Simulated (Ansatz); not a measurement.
Molecular dynamics of GeHCl₃O (part 2 of 2)

GeHCl₃O; RKS revPBE/def2-SVP (Ansatz 0.2.0). The geometry comes from this level: PBE0-D4/def2-TZVP.

Geometry of the input (Å):
```
O  -0.9553  0.5263  0.9489
Ge 0.2194  0.0420  -0.2490
Cl 1.8827  -0.9138  0.6634
Cl -0.6349  -1.3130  -1.6442
Cl 0.8298  1.8100  -1.2211
H  -1.2997  -0.2155  1.4559
```

## Trajectory as extended XYZ, continued
```
6
Properties=species:S:1:pos:R:3:forces:R:3 step=13 time_fs=26.0 energy=-96120.76255 temperature=490.8
O    -0.9497    0.7266    1.0923    0.7517  -1.7646  -0.2348
Ge    0.1693    0.0446   -0.2473    0.2965   1.3347   0.7144
Cl    1.8806   -1.0524    0.6472   -0.4551   0.4895  -0.1139
Cl   -0.5440   -1.4521   -1.6691   -0.2366   0.4266   0.1662
Cl    0.8331    1.9851   -1.2587   -0.4712  -1.4250   0.5797
H    -1.0154    0.0295    1.8288    0.1146   0.9388  -1.1116
6
Properties=species:S:1:pos:R:3:forces:R:3 step=14 time_fs=28.0 energy=-96120.69993 temperature=383.2
O    -0.9539    0.7401    1.1041    0.8840  -2.0866  -0.0931
Ge    0.1698    0.0482   -0.2486    0.1770   1.2817   0.8195
Cl    1.8789   -1.0611    0.6458   -0.4849   0.5315  -0.1245
Cl   -0.5393   -1.4623   -1.6718   -0.2115   0.5197   0.2344
Cl    0.8304    1.9901   -1.2580   -0.4648  -1.4267   0.5705
H    -0.9962    0.0411    1.8559    0.1002   1.1805  -1.4068
6
Properties=species:S:1:pos:R:3:forces:R:3 step=15 time_fs=30.0 energy=-96120.70135 temperature=351.5
O    -0.9560    0.7485    1.1157    1.0976  -0.4247  -2.1420
Ge    0.1704    0.0526   -0.2495    0.0835   1.2277   0.8698
Cl    1.8766   -1.0692    0.6443   -0.5172   0.5755  -0.1306
Cl   -0.5349   -1.4719   -1.6743   -0.1893   0.6175   0.3081
Cl    0.8272    1.9935   -1.2568   -0.4560  -1.4223   0.5588
H    -0.9732    0.0979    1.8291   -0.0186  -0.5737   0.5360
6
Properties=species:S:1:pos:R:3:forces:R:3 step=16 time_fs=32.0 energy=-96120.63440 temperature=273.9
O    -0.9554    0.7560    1.1222    1.1304   0.5869  -3.4129
Ge    0.1711    0.0576   -0.2500    0.0240   1.1184   0.8764
Cl    1.8738   -1.0768    0.6427   -0.5367   0.6128  -0.1331
Cl   -0.5306   -1.4808   -1.6764   -0.1676   0.7098   0.3746
Cl    0.8236    1.9954   -1.2549   -0.4401  -1.3970   0.5368
H    -0.9509    0.1328    1.8228   -0.0099  -1.6308   1.7582
6
Properties=species:S:1:pos:R:3:forces:R:3 step=17 time_fs=34.0 energy=-96120.66277 temperature=303.8
O    -0.9521    0.7649    1.1204    1.1077  -1.7039  -0.6963
Ge    0.1717    0.0632   -0.2499    0.0024   0.9284   0.8484
Cl    1.8704   -1.0836    0.6409   -0.5331   0.6364  -0.1322
Cl   -0.5266   -1.4890   -1.6781   -0.1448   0.7890   0.4256
Cl    0.8194    1.9958   -1.2524   -0.4131  -1.3417   0.4988
H    -0.9290    0.1053    1.8839   -0.0190   0.6919  -0.9444
6
Properties=species:S:1:pos:R:3:forces:R:3 step=18 time_fs=36.0 energy=-96120.62756 temperature=265.8
O    -0.9461    0.7697    1.1170    1.0958  -2.2317   0.0754
Ge    0.1724    0.0693   -0.2494    0.0049   0.7294   0.7810
Cl    1.8664   -1.0898    0.6389   -0.5287   0.6595  -0.1273
Cl   -0.5227   -1.4964   -1.6794   -0.1266   0.8666   0.4760
Cl    0.8148    1.9947   -1.2494   -0.3829  -1.2759   0.4562
H    -0.9077    0.1042    1.9089   -0.0625   1.2521  -1.6613
6
Properties=species:S:1:pos:R:3:forces:R:3 step=19 time_fs=38.0 energy=-96120.70308 temperature=364.4
O    -0.9375    0.7691    1.1137    0.9744  -0.8013  -1.5618
Ge    0.1731    0.0758   -0.2485    0.0275   0.5405   0.6696
Cl    1.8619   -1.0953    0.6368   -0.5280   0.6849  -0.1182
Cl   -0.5189   -1.5028   -1.6801   -0.1144   0.9445   0.5282
Cl    0.8098    1.9922   -1.2458   -0.3508  -1.2039   0.4106
H    -0.8887    0.1511    1.8703   -0.0088  -0.1648   0.0716
6
Properties=species:S:1:pos:R:3:forces:R:3 step=20 time_fs=40.0 energy=-96120.65689 temperature=356.3
O    -0.9265    0.7666    1.1066    0.7223   0.9461  -3.6117
Ge    0.1738    0.0826   -0.2472    0.0844   0.3140   0.5152
Cl    1.8567   -1.1001    0.6346   -0.5184   0.7050  -0.1052
Cl   -0.5152   -1.5082   -1.6802   -0.1056   1.0146   0.5725
Cl    0.8043    1.9884   -1.2418   -0.3118  -1.1120   0.3541
H    -0.8700    0.1919    1.8343    0.1290  -1.8677   2.2752
6
Properties=species:S:1:pos:R:3:forces:R:3 step=21 time_fs=42.0 energy=-96120.75307 temperature=485.9
O    -0.9137    0.7663    1.0908    0.7111  -1.2293  -0.3319
Ge    0.1745    0.0896   -0.2457    0.2035  -0.0132   0.3097
Cl    1.8510   -1.1041    0.6323   -0.4804   0.7064  -0.0878
Cl   -0.5117   -1.5125   -1.6798   -0.0965   1.0646   0.5954
Cl    0.7985    1.9834   -1.2374   -0.2585  -0.9830   0.2757
H    -0.8464    0.1611    1.8855   -0.0792   0.4544  -0.7612
6
Properties=species:S:1:pos:R:3:forces:R:3 step=22 time_fs=44.0 energy=-96120.72183 temperature=471.3
O    -0.8991    0.7631    1.0742    0.5331  -1.8420   1.0897
Ge    0.1754    0.0966   -0.2440    0.3681  -0.3630   0.0393
Cl    1.8447   -1.1073    0.6298   -0.4388   0.7047  -0.0658
Cl   -0.5082   -1.5157   -1.6787   -0.0925   1.1078   0.6132
Cl    0.7924    1.9773   -1.2327   -0.1996  -0.8383   0.1883
H    -0.8257    0.1477    1.9076   -0.1704   1.2309  -1.8647
6
Properties=species:S:1:pos:R:3:forces:R:3 step=23 time_fs=46.0 energy=-96120.80937 temperature=589.6
O    -0.8832    0.7554    1.0601    0.1492  -0.5599  -0.1354
Ge    0.1764    0.1034   -0.2422    0.5610  -0.6938  -0.2983
Cl    1.8379   -1.1098    0.6273   -0.4010   0.7046  -0.0396
Cl   -0.5048   -1.5177   -1.6769   -0.0957   1.1479   0.6308
Cl    0.7861    1.9702   -1.2278   -0.1366  -0.6858   0.0952
H    -0.8114    0.1814    1.8583   -0.0770   0.0870  -0.2527
6
Properties=species:S:1:pos:R:3:forces:R:3 step=24 time_fs=48.0 energy=-96120.72637 temperature=524.6
O    -0.8669    0.7464    1.0456   -0.3888   1.6112  -2.6426
Ge    0.1778    0.1099   -0.2406    0.7926  -1.0480  -0.6907
Cl    1.8307   -1.1116    0.6247   -0.3549   0.6985  -0.0093
Cl   -0.5015   -1.5184   -1.6744   -0.1033   1.1778   0.6393
Cl    0.7796    1.9624   -1.2228   -0.0666  -0.5145  -0.0089
H    -0.8001    0.2186    1.7991    0.1211  -1.9250   2.7123
6
Properties=species:S:1:pos:R:3:forces:R:3 step=25 time_fs=50.0 energy=-96120.79636 temperature=583.6
O    -0.8514    0.7412    1.0247   -0.6072  -0.3378   1.1958
Ge    0.1795    0.1159   -0.2394    1.1040  -1.5214  -1.1291
Cl    1.8230   -1.1126    0.6221   -0.2724   0.6666   0.0269
Cl   -0.4984   -1.5179   -1.6712   -0.1105   1.1812   0.6206
Cl    0.7730    1.9540   -1.2177    0.0171  -0.3044  -0.1365
H    -0.7840    0.1821    1.8437   -0.1310   0.3157  -0.5776
6
Properties=species:S:1:pos:R:3:forces:R:3 step=26 time_fs=52.0 energy=-96120.69839 temperature=452.2
O    -0.8374    0.7351    1.0066   -0.9896  -0.9459   3.1129
Ge    0.1819    0.1211   -0.2388    1.4051  -1.9741  -1.5622
Cl    1.8151   -1.1128    0.6195   -0.1824   0.6281   0.0681
Cl   -0.4953   -1.5160   -1.6673   -0.1227   1.1729   0.5924
Cl    0.7664    1.9452   -1.2128    0.1045  -0.0819  -0.2704
H    -0.7730    0.1576    1.8664   -0.2149   1.2009  -1.9408
6
Properties=species:S:1:pos:R:3:forces:R:3 step=27 time_fs=54.0 energy=-96120.73675 temperature=474.6
O    -0.8257    0.7268    0.9960   -1.4016   0.2313   1.9611
Ge    0.1851    0.1252   -0.2389    1.5954  -2.2957  -1.9064
Cl    1.8068   -1.1124    0.6170   -0.0958   0.5905   0.1133
Cl   -0.4923   -1.5129   -1.6628   -0.1428   1.1583   0.5617
Cl    0.7598    1.9363   -1.2081    0.1915   0.1376  -0.4018
H    -0.7701    0.1790    1.8147   -0.1467   0.1780  -0.3279
6
Properties=species:S:1:pos:R:3:forces:R:3 step=28 time_fs=56.0 energy=-96120.61337 temperature=340.9
O    -0.8173    0.7189    0.9900   -1.7356   2.4643  -1.0847
Ge    0.1891    0.1282   -0.2402    1.6454  -2.5094  -2.0828
Cl    1.7985   -1.1113    0.6146   -0.0001   0.5451   0.1632
Cl   -0.4895   -1.5085   -1.6576   -0.1685   1.1293   0.5188
Cl    0.7535    1.9275   -1.2039    0.2767   0.3595  -0.5307
H    -0.7728    0.2074    1.7501   -0.0179  -1.9888   3.0162
6
Properties=species:S:1:pos:R:3:forces:R:3 step=29 time_fs=58.0 energy=-96120.69497 temperature=411.6
O    -0.8131    0.7170    0.9814   -1.7614   0.2736   2.6131
Ge    0.1940    0.1298   -0.2425    1.6076  -2.7387  -2.0664
Cl    1.7901   -1.1096    0.6123    0.1378   0.4681   0.2203
Cl   -0.4868   -1.5028   -1.6518   -0.1947   1.0666   0.4425
Cl    0.7474    1.9191   -1.2002    0.3630   0.6004  -0.6661
H    -0.7762    0.1596    1.8010   -0.1523   0.3300  -0.5434
6
Properties=species:S:1:pos:R:3:forces:R:3 step=30 time_fs=60.0 energy=-96120.63296 temperature=351.6
O    -0.8131    0.7158    0.9790   -1.7055  -0.6698   3.9176
Ge    0.1997    0.1300   -0.2459    1.3604  -2.7988  -1.8045
Cl    1.7818   -1.1075    0.6103    0.2822   0.3846   0.2827
Cl   -0.4844   -1.4960   -1.6455   -0.2280   0.9878   0.3533
Cl    0.7417    1.9112   -1.1972    0.4390   0.8248  -0.7856
H    -0.7855    0.1242    1.8313   -0.1480   1.2713  -1.9634
6
Properties=species:S:1:pos:R:3:forces:R:3 step=31 time_fs=62.0 energy=-96120.74067 temperature=501.8
O    -0.8172    0.7129    0.9861   -1.4201   0.2197   1.9228
Ge    0.2063    0.1287   -0.2503    0.8892  -2.6181  -1.3227
Cl    1.7737   -1.1048    0.6086    0.4193   0.3036   0.3501
Cl   -0.4822   -1.4880   -1.6388   -0.2720   0.8982   0.2593
Cl    0.7364    1.9043   -1.1951    0.5008   1.0106  -0.8785
H    -0.8006    0.1374    1.7864   -0.1173   0.1861  -0.3309
6
Properties=species:S:1:pos:R:3:forces:R:3 step=32 time_fs=64.0 energy=-96120.67495 temperature=486.5
O    -0.8248    0.7105    0.9979   -0.9699   2.3570  -1.8512
Ge    0.2133    0.1260   -0.2555    0.3153  -2.3082  -0.7178
Cl    1.7661   -1.1019    0.6072    0.5608   0.2163   0.4232
Cl   -0.4803   -1.4790   -1.6318   -0.3245   0.7884   0.1505
Cl    0.7317    1.8983   -1.1939    0.5468   1.1595  -0.9443
H    -0.8202    0.1578    1.7286   -0.1284  -2.2130   2.9397
6
Properties=species:S:1:pos:R:3:forces:R:3 step=33 time_fs=66.0 energy=-96120.79730 temperature=634.6
O    -0.8348    0.7138    1.0053   -0.6645  -0.4183   1.2257
Ge    0.2206    0.1220   -0.2611   -0.2133  -2.0403  -0.0996
Cl    1.7590   -1.0986    0.6063    0.7379   0.1012   0.5010
Cl   -0.4787   -1.4691   -1.6246   -0.3807   0.6404   0.0056
Cl    0.7275    1.8936   -1.1937    0.5819   1.2875  -0.9941
H    -0.8449    0.0934    1.7832   -0.0613   0.4295  -0.6386
6
Properties=species:S:1:pos:R:3:forces:R:3 step=34 time_fs=68.0 energy=-96120.72859 temperature=567.8
O    -0.8465    0.7161    1.0157   -0.3696  -1.6594   2.0434
Ge    0.2278    0.1169   -0.2667   -0.7301  -1.6760   0.4941
Cl    1.7527   -1.0953    0.6060    0.9095  -0.0122   0.5807
Cl   -0.4775   -1.4584   -1.6173   -0.4469   0.4748  -0.1511
Cl    0.7239    1.8903   -1.1946    0.5986   1.3592  -1.0103
H    -0.8721    0.0450    1.8137    0.0386   1.5136  -1.9569
6
Properties=species:S:1:pos:R:3:forces:R:3 step=35 time_fs=70.0 energy=-96120.80605 temperature=663.9
O    -0.8591    0.7145    1.0312    0.0910  -0.6885   0.0879
Ge    0.2346    0.1109   -0.2721   -1.2072  -1.1801   1.0141
Cl    1.7474   -1.0919    0.6063    1.0591  -0.1140   0.6609
Cl   -0.4768   -1.4472   -1.6101   -0.5251   0.2987  -0.3097
Cl    0.7209    1.8885   -1.1967    0.5968   1.3588  -0.9882
H    -0.8980    0.0545    1.7693   -0.0146   0.3251  -0.4649
6
Properties=species:S:1:pos:R:3:forces:R:3 step=36 time_fs=72.0 energy=-96120.68331 temperature=543.9
O    -0.8716    0.7111    1.0469    0.7048   1.9841  -3.3918
Ge    0.2409    0.1043   -0.2771   -1.5837  -0.6395   1.4322
Cl    1.7431   -1.0886    0.6073    1.1930  -0.2079   0.7369
Cl   -0.4766   -1.4355   -1.6032   -0.6118   0.1076  -0.4766
Cl    0.7186    1.8881   -1.1998    0.5791   1.2986  -0.9338
H    -0.9246    0.0765    1.7066   -0.2812  -2.5430   2.6331
6
Properties=species:S:1:pos:R:3:forces:R:3 step=37 time_fs=74.0 energy=-96120.75697 temperature=591.9
O    -0.8825    0.7125    1.0546    0.5946  -1.0671  -0.5083
Ge    0.2463    0.0972   -0.2813   -1.8243  -0.1816   1.7542
Cl    1.7402   -1.0856    0.6091    1.3375  -0.3099   0.8014
Cl   -0.4772   -1.4236   -1.5968   -0.6988  -0.1101  -0.6695
Cl    0.7169    1.8891   -1.2040    0.5548   1.2106  -0.8663
H    -0.9622    0.0010    1.7447    0.0362   0.4581  -0.5115
6
Properties=species:S:1:pos:R:3:forces:R:3 step=38 time_fs=76.0 energy=-96120.64255 temperature=441.2
O    -0.8920    0.7114    1.0610    0.5227  -2.4566   0.5361
Ge    0.2509    0.0900   -0.2845   -1.9736   0.2907   1.9964
Cl    1.7387   -1.0828    0.6118    1.4506  -0.3914   0.8512
Cl   -0.4785   -1.4118   -1.5911   -0.7882  -0.3282  -0.8594
Cl    0.7158    1.8915   -1.2091    0.5186   1.0746  -0.7748
H    -0.9988   -0.0575    1.7634    0.2699   1.8109  -1.7496
6
Properties=species:S:1:pos:R:3:forces:R:3 step=39 time_fs=78.0 energy=-96120.70178 temperature=505.1
O    -0.9004    0.7043    1.0689    0.8320  -1.3296  -0.7858
Ge    0.2544    0.0829   -0.2868   -2.0429   0.8049   2.1621
Cl    1.7387   -1.0805    0.6154    1.5148  -0.4421   0.8832
Cl   -0.4807   -1.4002   -1.5863   -0.8774  -0.5329  -1.0301
Cl    0.7153    1.8950   -1.2151    0.4718   0.8883  -0.6596
H    -1.0252   -0.0468    1.7150    0.1018   0.6114  -0.5697
6
Properties=species:S:1:pos:R:3:forces:R:3 step=40 time_fs=80.0 energy=-96120.59175 temperature=395.6
O    -0.9068    0.6939    1.0748    1.6202   1.9692  -3.6979
Ge    0.2568    0.0762   -0.2879   -2.0249   1.2895   2.2602
Cl    1.7404   -1.0786    0.6201    1.5340  -0.4641   0.8912
Cl   -0.4838   -1.3891   -1.5825   -0.9587  -0.7186  -1.1795
Cl    0.7152    1.8996   -1.2219    0.4188   0.6744  -0.5301
H    -1.0479   -0.0126    1.6443   -0.5894  -2.7505   2.2560
6
Properties=species:S:1:pos:R:3:forces:R:3 step=41 time_fs=82.0 energy=-96120.69693 temperature=495.5
O    -0.9093    0.6882    1.0719    0.9576  -1.0031  -1.2202
Ge    0.2582    0.0701   -0.2878   -1.9180   1.6167   2.3019
Cl    1.7438   -1.0772    0.6257    1.5383  -0.4748   0.8695
Cl   -0.4880   -1.3787   -1.5800   -1.0193  -0.8905  -1.3213
Cl    0.7157    1.9049   -1.2294    0.3696   0.4735  -0.4076
H    -1.0935   -0.0838    1.6598    0.0718   0.2781  -0.2224
6
Properties=species:S:1:pos:R:3:forces:R:3 step=42 time_fs=84.0 energy=-96120.63049 temperature=439.6
O    -0.9095    0.6800    1.0660    0.4130  -2.5717   0.0634
Ge    0.2585    0.0648   -0.2865   -1.7448   1.8542   2.2752
Cl    1.7490   -1.0764    0.6324    1.4966  -0.4556   0.8210
Cl   -0.4934   -1.3692   -1.5790   -1.0572  -1.0215  -1.4243
Cl    0.7165    1.9108   -1.2373    0.3185   0.2693  -0.2824
H    -1.1367   -0.1449    1.6668    0.5739   1.9252  -1.4529
6
Properties=species:S:1:pos:R:3:forces:R:3 step=43 time_fs=86.0 energy=-96120.73686 temperature=605.1
O    -0.9087    0.6655    1.0602    0.6209  -1.4651  -0.6719
Ge    0.2580    0.0604   -0.2840   -1.5181   2.0456   2.1696
Cl    1.7558   -1.0760    0.6400    1.3991  -0.4022   0.7486
Cl   -0.5000   -1.3608   -1.5795   -1.0700  -1.0975  -1.4703
Cl    0.7177    1.9171   -1.2456    0.2657   0.0557  -0.1522
H    -1.1582   -0.1325    1.6181    0.3023   0.8636  -0.6237
6
Properties=species:S:1:pos:R:3:forces:R:3 step=44 time_fs=88.0 energy=-96120.70659 temperature=626.2
O    -0.9064    0.6474    1.0527    1.7650   2.0764  -2.9647
Ge    0.2566    0.0571   -0.2803   -1.2362   2.1475   1.9787
Cl    1.7641   -1.0760    0.6485    1.2575  -0.3211   0.6537
Cl   -0.5078   -1.3534   -1.5816   -1.0528  -1.1169  -1.4593
Cl    0.7192    1.9234   -1.2542    0.2138  -0.1522  -0.0227
H    -1.1683   -0.0868    1.5449   -0.9473  -2.6337   1.8142
6
Properties=species:S:1:pos:R:3:forces:R:3 step=45 time_fs=90.0 energy=-96120.85057 temperature=814.1
O    -0.8998    0.6341    1.0380    0.5955  -0.2961  -0.9463
Ge    0.2546    0.0549   -0.2755   -0.8802   2.0387   1.6792
Cl    1.7740   -1.0764    0.6578    1.1105  -0.2362   0.5388
Cl   -0.5168   -1.3472   -1.5853   -0.9991  -1.0964  -1.4161
Cl    0.7209    1.9297   -1.2629    0.1701  -0.3221   0.0896
H    -1.2149   -0.1419    1.5408    0.0031  -0.0879   0.0547
6
Properties=species:S:1:pos:R:3:forces:R:3 step=46 time_fs=92.0 energy=-96120.82670 temperature=844.3
O    -0.8917    0.6199    1.0208   -0.5992  -1.9653   0.6504
Ge    0.2520    0.0538   -0.2697   -0.4543   1.8044   1.2542
Cl    1.7851   -1.0771    0.6678    0.9423  -0.1391   0.4129
Cl   -0.5270   -1.3422   -1.5906   -0.9147  -1.0275  -1.3250
Cl    0.7228    1.9356   -1.2715    0.1300  -0.4720   0.1938
H    -1.2618   -0.2010    1.5388    0.8959   1.7996  -1.1862
6
Properties=species:S:1:pos:R:3:forces:R:3 step=47 time_fs=94.0 energy=-96120.91947 temperature=1003.3
O    -0.8850    0.6009    1.0050   -0.6023  -0.9741   0.5023
Ge    0.2492    0.0537   -0.2632    0.0244   1.5437   0.7193
Cl    1.7974   -1.0779    0.6783    0.7456  -0.0263   0.2830
Cl   -0.5383   -1.3382   -1.5974   -0.8074  -0.9101  -1.1794
Cl    0.7249    1.9411   -1.2800    0.0923  -0.6157   0.2945
H    -1.2747   -0.1914    1.4911    0.5474   0.9826  -0.6197
6
Properties=species:S:1:pos:R:3:forces:R:3 step=48 time_fs=96.0 energy=-96120.88280 temperature=993.3
O    -0.8796    0.5793    0.9903    0.7889   2.4670  -1.0929
Ge    0.2464    0.0543   -0.2563    0.5492   1.2524   0.0965
Cl    1.8106   -1.0788    0.6893    0.5335   0.0953   0.1528
Cl   -0.5506   -1.3352   -1.6055   -0.6822  -0.7570  -0.9928
Cl    0.7271    1.9460   -1.2883    0.0580  -0.7456   0.3895
H    -1.2667   -0.1439    1.4191   -1.2473  -2.3121   1.4469
6
Properties=species:S:1:pos:R:3:forces:R:3 step=49 time_fs=98.0 energy=-96120.94297 temperature=1048.0
O    -0.8723    0.5635    0.9728   -0.7443   0.8562   0.6453
Ge    0.2439    0.0557   -0.2493    1.1414   0.8034  -0.6255
Cl    1.8246   -1.0795    0.7005    0.3454   0.2017   0.0254
Cl   -0.5638   -1.3330   -1.6149   -0.5421  -0.5990  -0.8056
Cl    0.7294    1.9501   -1.2963    0.0320  -0.8373   0.4665
H    -1.3066   -0.1850    1.4021   -0.2324  -0.4251   0.2938
6
Properties=species:S:1:pos:R:3:forces:R:3 step=50 time_fs=100.0 energy=-96120.85212 temperature=948.3
O    -0.8668    0.5495    0.9567   -2.5640  -0.8834   2.4261
Ge    0.2419    0.0574   -0.2425    1.7307   0.3166  -1.3627
Cl    1.8390   -1.0801    0.7118    0.1680   0.3004  -0.0940
Cl   -0.5777   -1.3314   -1.6252   -0.3962  -0.4362  -0.6128
Cl    0.7318    1.9534   -1.3038    0.0106  -0.9063   0.5327
H    -1.3559   -0.2427    1.3962    1.0509   1.6089  -0.8893
```

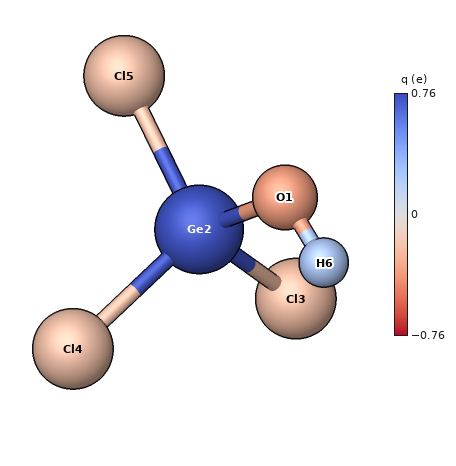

**Figure 1.** Mulliken charges, as the colour of each atom (ball-and-stick view, seen at a tilt; atoms are numbered from 1 in the order of the input). By element: O −0.34, Ge +0.72, Cl −0.21 to −0.19 and H +0.22 e.
